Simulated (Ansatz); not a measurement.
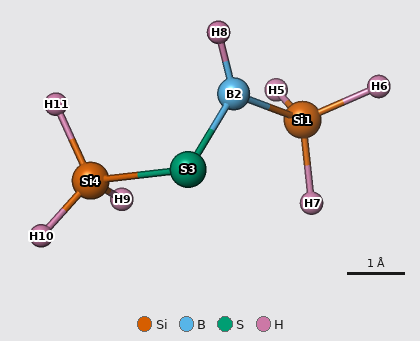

**Figure 1.** The input geometry (ball-and-stick view, seen at a tilt; atoms are numbered from 1 in the order of the input).

# Geometry relaxation of BSi$_{2}$H$_{7}$S (part 1 of 2)

System: BSi$_{2}$H$_{7}$S.
Method: RKS PBE-D4/def2-SVP (Ansatz 0.2.0).

The geometry: force-field start. Figures and captions count atoms from 1; the log counts them from 0 in places.

Log:
```
Functional definition: PBE
  name "PBE"
  cite "Perdew, Burke & Ernzerhof, Phys. Rev. Lett. 77, 3865 (1996) doi:10.1103/PhysRevLett.77.3865"
  parent pbe
  parameter kappa = 0.804
  parameter beta = 0.06672455060314922
  exchange = pbe_x(kappa = kappa, mu = beta*pi^2/3)
  correlation = pbe_c(beta = beta)
1157 factors; their error is unknown
mean field evaluation 1: about -27354.6272 eV, gradient 2.4e1 eV
mean field evaluation 2: about -27353.8110 eV, gradient 2.9e1 eV
mean field evaluation 4: about -27357.0155 eV, gradient 9.6e-1 eV
mean field evaluation 8: about -27357.0191 eV, gradient 2.8e-2 eV
mean field evaluation 16: about -27356.9323 eV, gradient 1.8e-5 eV
mean field -27356.93230449 eV, -1005.3487189954 hartree, gradient 1.8e-5 eV, S^2 0.000000; 0 other end points of the search recorded, 0 dependent functions left out
the calculation of the forces begins
reference -27356.93234394 eV, -1005.3487204451 hartree; 28, 28 occupied and 75, 75 virtual orbitals, 1157 factors
relax step   1: F+E_penalty+E_count = -27357.21799745 eV  Δ(F+E_penalty+E_count) = +0.000e0 eV  max|allowed force component| = 2.721e0 eV/Å  Δτ_max = 0.0000 Å  (26 SCF iters, accepted)
these checks for a lower state are left out or cut short: starts, cluster_reference, orbital_swaps, neighbouring_geometries, increment
1157 factors; their error is unknown
mean field -27357.29032567 eV, -1005.3618760311 hartree, gradient 1.5e-5 eV, S^2 0.000000; 0 other end points of the search recorded, 0 dependent functions left out
[... from here on the field's lines of each further geometry are left out, up to the last ...]
relax step   2: F+E_penalty+E_count = -27357.57411071 eV  Δ(F+E_penalty+E_count) = -3.561e-1 eV  max|allowed force component| = 8.717e-1 eV/Å  Δτ_max = 0.1563 Å  (28 SCF iters, accepted)
relax step   3: F+E_penalty+E_count = -27357.63441543 eV  Δ(F+E_penalty+E_count) = -6.030e-2 eV  max|allowed force component| = 3.321e-1 eV/Å  Δτ_max = 0.0936 Å  (29 SCF iters, accepted)
relax step   4: F+E_penalty+E_count = -27357.64422274 eV  Δ(F+E_penalty+E_count) = -9.807e-3 eV  max|allowed force component| = 9.565e-2 eV/Å  Δτ_max = 0.0478 Å  (28 SCF iters, accepted)
relax step   5: F+E_penalty+E_count = -27357.64587762 eV  Δ(F+E_penalty+E_count) = -1.655e-3 eV  max|allowed force component| = 6.159e-2 eV/Å  Δτ_max = 0.0133 Å  (28 SCF iters, accepted)
relax step   6: F+E_penalty+E_count = -27357.64976172 eV  Δ(F+E_penalty+E_count) = -3.884e-3 eV  max|allowed force component| = 8.522e-2 eV/Å  Δτ_max = 0.0551 Å  (28 SCF iters, accepted)
relax step   7: F+E_penalty+E_count = -27357.67307823 eV  Δ(F+E_penalty+E_count) = -2.332e-2 eV  max|allowed force component| = 3.298e-1 eV/Å  Δτ_max = 0.1960 Å  (28 SCF iters, accepted)
relax step   8: F+E_penalty+E_count = -27357.71875115 eV  Δ(F+E_penalty+E_count) = -4.567e-2 eV  max|allowed force component| = 5.218e-1 eV/Å  Δτ_max = 0.1990 Å  (28 SCF iters, accepted)
relax step   9: F+E_penalty+E_count = -27357.78531557 eV  Δ(F+E_penalty+E_count) = -6.656e-2 eV  max|allowed force component| = 5.875e-1 eV/Å  Δτ_max = 0.1958 Å  (27 SCF iters, accepted)
relax step  10: F+E_penalty+E_count = -27357.92254128 eV  Δ(F+E_penalty+E_count) = -1.372e-1 eV  max|allowed force component| = 4.522e-1 eV/Å  Δτ_max = 0.1949 Å  (27 SCF iters, accepted)
relax step  11: F+E_penalty+E_count = -27358.03304288 eV  Δ(F+E_penalty+E_count) = -1.105e-1 eV  max|allowed force component| = 4.246e-1 eV/Å  Δτ_max = 0.1950 Å  (27 SCF iters, accepted)
relax step  12: F+E_penalty+E_count = -27358.12168647 eV  Δ(F+E_penalty+E_count) = -8.864e-2 eV  max|allowed force component| = 2.893e-1 eV/Å  Δτ_max = 0.1970 Å  (26 SCF iters, accepted)
relax step  13: F+E_penalty+E_count = -27358.19300914 eV  Δ(F+E_penalty+E_count) = -7.132e-2 eV  max|allowed force component| = 3.758e-1 eV/Å  Δτ_max = 0.1939 Å  (27 SCF iters, accepted)
relax step  14: F+E_penalty+E_count = -27358.24252927 eV  Δ(F+E_penalty+E_count) = -4.952e-2 eV  max|allowed force component| = 3.074e-1 eV/Å  Δτ_max = 0.1943 Å  (26 SCF iters, accepted)
relax step  15: F+E_penalty+E_count = -27358.29099196 eV  Δ(F+E_penalty+E_count) = -4.846e-2 eV  max|allowed force component| = 5.877e-1 eV/Å  Δτ_max = 0.2000 Å  (27 SCF iters, accepted)
relax step  16: F+E_penalty+E_count = -27358.31590643 eV  Δ(F+E_penalty+E_count) = -2.491e-2 eV  max|allowed force component| = 1.173e-1 eV/Å  Δτ_max = 0.1996 Å  (27 SCF iters, accepted)
relax step  17: F+E_penalty+E_count = -27358.31824450 eV  Δ(F+E_penalty+E_count) = -2.338e-3 eV  max|allowed force component| = 5.636e-2 eV/Å  Δτ_max = 0.0843 Å  (27 SCF iters, accepted)
the calculation of the forces begins
reference -27358.05878829 eV, -1005.3901165113 hartree; 28, 28 occupied and 75, 75 virtual orbitals, 1157 factors
relax step  18: F+E_penalty+E_count = -27358.32096619 eV  Δ(F+E_penalty+E_count) = -2.722e-3 eV  max|allowed force component| = 1.021e-2 eV/Å  Δτ_max = 0.0705 Å  (27 SCF iters, accepted)
```

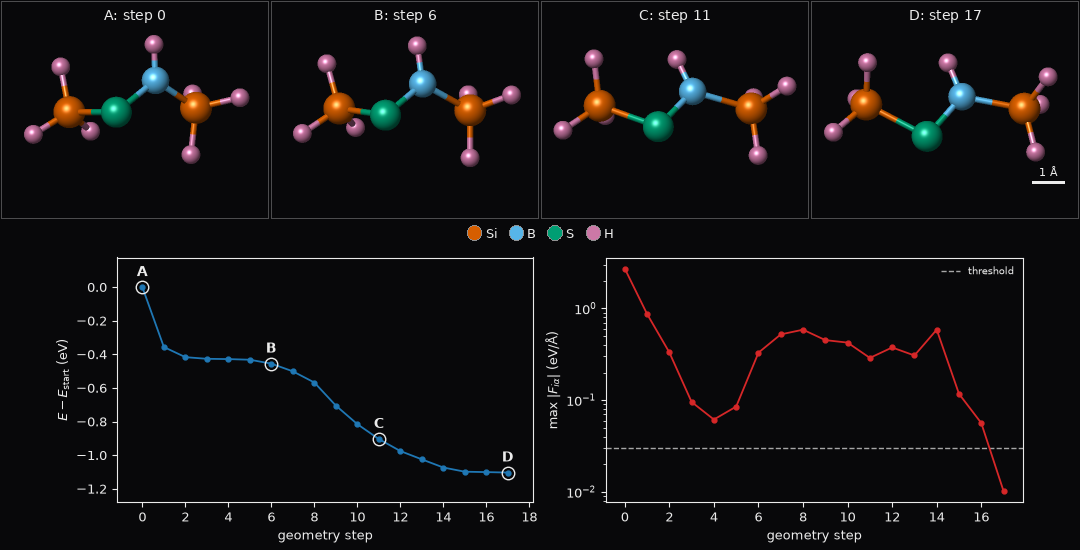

**Figure 2.** Frames of the relaxation (ball-and-stick view, seen at a tilt) above the curves, on which the letters mark them (the first geometry is step 0 here and step 1 in the log).

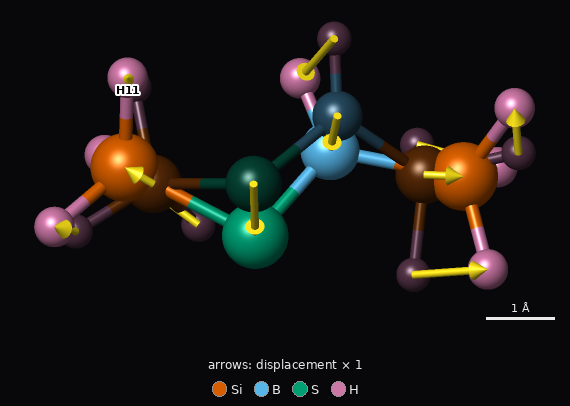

**Figure 3.** Start (faint) and end (solid) with the displacements as yellow arrows, at true length (ball-and-stick view, seen at a tilt). The two geometries are laid on each other by the best rigid fit. The atom that moves furthest after the best rigid fit is H9 (1.73 Å). By element the largest moves are H 1.73 Å, S 1.38 Å, B 0.98 Å, Si 0.60 Å. Among the contacts that change: Si1–B2 1.877 → 2.018 Å, Si4–H10 1.398 → 1.502 Å, B2–H8 1.147 → 1.219 Å, B2–S3 1.851 → 1.787 Å. Among the angles that change: B2–S3–Si4 95.5° → 100.7°, S3–Si4–H9 105.4° → 109.4°, S3–Si4–H11 105.7° → 109.6°. After 17 geometry steps the energy has fallen by 1.103 eV. The largest force component goes from 2.7 to 0.01 eV/Å. (Atoms are counted from 1 in the order of the input.)

```
1157 factors; their error is unknown
mean field -27358.05874740 eV, -1005.3901150085 hartree, gradient 8.9e-6 eV, S^2 0.000000; 1 other end points of the search recorded, 0 dependent functions left out
the calculation of the forces begins
reference -27358.05878829 eV, -1005.3901165113 hartree; 28, 28 occupied and 75, 75 virtual orbitals, 1157 factors
Total energy: -27358.32100708 eV, -1005.3997528741 hartree
Atom 0 at    -2.030746     0.984901     1.040168 Å, force    -0.004325     0.005131     0.002917 eV/Å
Atom 1 at    -0.542034     0.032273     0.066124 Å, force     0.007148    -0.006790    -0.010210 eV/Å
Atom 2 at     1.153010     0.421361     0.475840 Å, force    -0.004401     0.002774     0.006267 eV/Å
Atom 3 at     2.220480    -0.884181    -0.926696 Å, force     0.000890    -0.001023    -0.004044 eV/Å
Atom 4 at    -2.901082     1.718972     0.048059 Å, force    -0.000912     0.000594     0.002535 eV/Å
Atom 5 at    -2.916484    -0.015201     1.743806 Å, force     0.000944    -0.001560    -0.001316 eV/Å
Atom 6 at    -1.536549     1.977836     2.059655 Å, force    -0.001448     0.000796     0.002632 eV/Å
Atom 7 at    -0.785856    -0.796906    -0.793132 Å, force     0.006901     0.005429    -0.001159 eV/Å
Atom 8 at     1.980956    -0.410572    -2.330681 Å, force    -0.004450    -0.003841    -0.001568 eV/Å
Atom 9 at     3.682837    -0.789152    -0.598744 Å, force    -0.001024     0.001641     0.000878 eV/Å
Atom 10 at     1.740768    -2.296132    -0.763899 Å, force     0.000674    -0.003152     0.003067 eV/Å
Dipole moment:     0.243276    -0.186645    -0.195142 e Å
```

Trajectory as extended XYZ (Å, eV, eV/Å), 18 frames, from step=1 to step=18:
```
11
Properties=species:S:1:pos:R:3:forces:R:3 step=1 energy=-27357.21800
Si   -1.6112    0.8338    0.6462   -1.1371   2.1166  -0.2274
B    -0.6132   -0.7550    0.6807    2.0500  -0.3846   0.3551
S     1.1721   -0.6905    1.1655    0.3159  -0.1031   0.1662
Si    1.9264   -0.4292   -0.8567   -2.7212  -0.2837   0.3459
H    -2.1712    1.0788   -0.7452    0.0018  -0.0700   0.0688
H    -2.7841    0.7807    1.5738   -0.2574  -0.0487   0.1417
H    -0.7832    2.0190    1.0192    0.0564   0.2516   0.0377
H    -1.0744   -1.7681    0.4027   -0.6496  -1.7285  -0.4350
H     1.2778    0.8117   -1.3629    0.0590   0.2592  -0.2974
H     3.3216   -0.3476   -0.8664    2.1618   0.1033   0.1532
H     1.4047   -1.5904   -1.6364    0.1205  -0.1123  -0.3089
11
Properties=species:S:1:pos:R:3:forces:R:3 step=2 energy=-27357.57411
Si   -1.6077    0.8814    0.6667   -0.6090   0.8717  -0.2302
B    -0.5522   -0.7643    0.6785    0.7851  -0.3429   0.4271
S     1.2188   -0.7211    1.2166   -0.0922  -0.0162  -0.3156
Si    1.8274   -0.4516   -0.8573   -0.5122  -0.0679  -0.0435
H    -2.1843    1.0859   -0.7214    0.0204   0.0087   0.0373
H    -2.8066    0.7880    1.5793    0.0008  -0.0553   0.0578
H    -0.8221    2.1110    1.0309    0.0087   0.0118   0.0157
H    -1.0110   -1.8318    0.3948   -0.2202  -0.4467  -0.2140
H     1.2873    0.8112   -1.4846   -0.0043  -0.0308   0.1431
H     3.2862   -0.3734   -0.7163    0.6065   0.0378  -0.0452
H     1.4296   -1.5920   -1.7666    0.0164   0.0299   0.1676
11
Properties=species:S:1:pos:R:3:forces:R:3 step=3 energy=-27357.63442
Si   -1.6515    0.9170    0.6693   -0.1839   0.1248   0.1010
B    -0.5588   -0.7731    0.7270    0.3321  -0.1171  -0.2886
S     1.2350   -0.7412    1.1857   -0.0782   0.0364   0.0142
Si    1.8669   -0.4690   -0.8716   -0.0692  -0.0452   0.0285
H    -2.2287    1.1151   -0.7164    0.0411  -0.0435   0.0242
H    -2.8372    0.7944    1.6013    0.0160   0.0189  -0.0100
H    -0.8719    2.1511    1.0395   -0.0071  -0.0183  -0.0014
H    -1.0124   -1.8449    0.3559   -0.0703   0.0483   0.0803
H     1.3042    0.8040   -1.4557    0.0285  -0.0753   0.0314
H     3.3624   -0.3814   -0.7700   -0.0302   0.0014  -0.0190
H     1.4574   -1.6289   -1.7446    0.0212   0.0695   0.0394
11
Properties=species:S:1:pos:R:3:forces:R:3 step=4 energy=-27357.64422
Si   -1.6627    0.9238    0.6745    0.0012  -0.0126  -0.0032
B    -0.5394   -0.7631    0.6845    0.0769  -0.0628   0.0766
S     1.2409   -0.7392    1.1882   -0.0957   0.0237  -0.0330
Si    1.8721   -0.4770   -0.8661    0.0237  -0.0093   0.0288
H    -2.2349    1.1115   -0.7122   -0.0080   0.0126   0.0029
H    -2.8426    0.7958    1.6120    0.0296  -0.0235  -0.0134
H    -0.8842    2.1572    1.0451   -0.0092   0.0053  -0.0021
H    -1.0158   -1.8389    0.3515    0.0102   0.0792  -0.0270
H     1.3034    0.7918   -1.4426    0.0117  -0.0175  -0.0159
H     3.3693   -0.3847   -0.7807   -0.0440  -0.0037  -0.0101
H     1.4593   -1.6340   -1.7337    0.0036   0.0087  -0.0036
11
Properties=species:S:1:pos:R:3:forces:R:3 step=5 energy=-27357.64588
Si   -1.6623    0.9246    0.6749    0.0059  -0.0132   0.0023
B    -0.5374   -0.7606    0.6875    0.0616  -0.0082   0.0292
S     1.2402   -0.7350    1.1916   -0.0607   0.0198  -0.0135
Si    1.8710   -0.4799   -0.8632    0.0134  -0.0149   0.0004
H    -2.2375    1.1149   -0.7103   -0.0054   0.0034   0.0034
H    -2.8387    0.7856    1.6131    0.0072  -0.0111   0.0003
H    -0.8890    2.1609    1.0464   -0.0083   0.0056   0.0036
H    -1.0136   -1.8302    0.3418    0.0030   0.0319  -0.0268
H     1.3059    0.7858   -1.4481    0.0005  -0.0013  -0.0058
H     3.3667   -0.3873   -0.7811   -0.0128  -0.0028   0.0025
H     1.4600   -1.6356   -1.7323   -0.0044  -0.0090   0.0043
11
Properties=species:S:1:pos:R:3:forces:R:3 step=6 energy=-27357.64976
Si   -1.6666    0.9306    0.6807    0.0143  -0.0367   0.0372
B    -0.5261   -0.7448    0.6840   -0.0261   0.0852  -0.0438
S     1.2417   -0.7148    1.1976    0.0120   0.0169   0.0378
Si    1.8728   -0.4949   -0.8598    0.0121  -0.0235  -0.0424
H    -2.2524    1.1242   -0.6991    0.0000  -0.0060   0.0004
H    -2.8335    0.7572    1.6226   -0.0249   0.0115   0.0165
H    -0.9133    2.1769    1.0597   -0.0070   0.0032   0.0092
H    -0.9991   -1.7998    0.2982    0.0158  -0.0286  -0.0398
H     1.3131    0.7640   -1.4624   -0.0088   0.0129  -0.0030
H     3.3662   -0.4001   -0.7794    0.0276  -0.0017   0.0110
H     1.4626   -1.6553   -1.7217   -0.0150  -0.0332   0.0170
```
